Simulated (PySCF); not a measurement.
Input file:

```
{"job": {"kind": "uv", "xc": "CAM-B3LYP", "basis": "def2-SVPD", "nstates": 8, "ntriplets": 3}, "charge": 0, "multiplicity": 1}
C      1.766391    -0.211151     0.698576
C      0.739666    -0.332768    -0.419159
Si    -0.505172     1.117567    -0.537563
C     -1.784453     0.020366     0.355445
As    -0.719022    -1.649188     0.051063
H      2.471163     0.597463     0.501977
H      1.273758    -0.004655     1.650496
H      2.332445    -1.138454     0.809468
H      1.245667    -0.583221    -1.353920
H     -0.899919     1.402120    -1.922176
H     -0.097944     2.340414     0.168254
H     -1.866273     0.230032     1.422647
H     -2.790490    -0.004279    -0.058265
H     -1.166495    -1.784720    -1.389009
```

Command:

```sh
OMP_NUM_THREADS=1 python probes_run.py task.json out
```

Geometry: GFN2-xTB.

All numbers below come from PySCF, CAM-B3LYP/def2-SVPD, SCF density, gas phase.

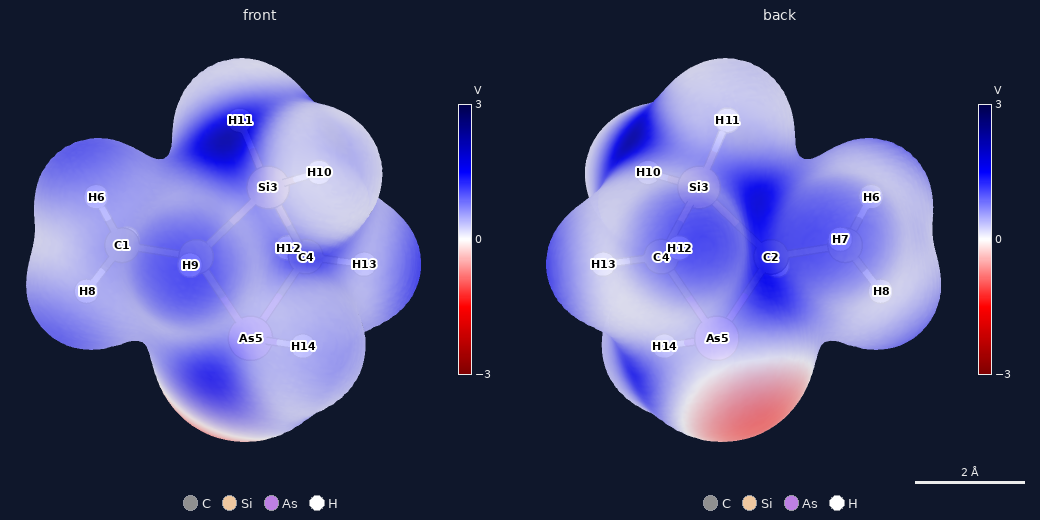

C₃H₉AsSi. The electrostatic potential painted on the density surface at 0.004 e/bohr³, seen from the front and from behind; the colour scale runs from red (negative) to blue (positive).

Question: Where is the surface potential most negative and most positive?

Answer: The most negative region (about −0.8 V) lies over As5, the most positive (about +1.9 V) over Si3.

Question: How polar is the molecule by this calculation?

Answer: Its dipole moment is 0.64 D.
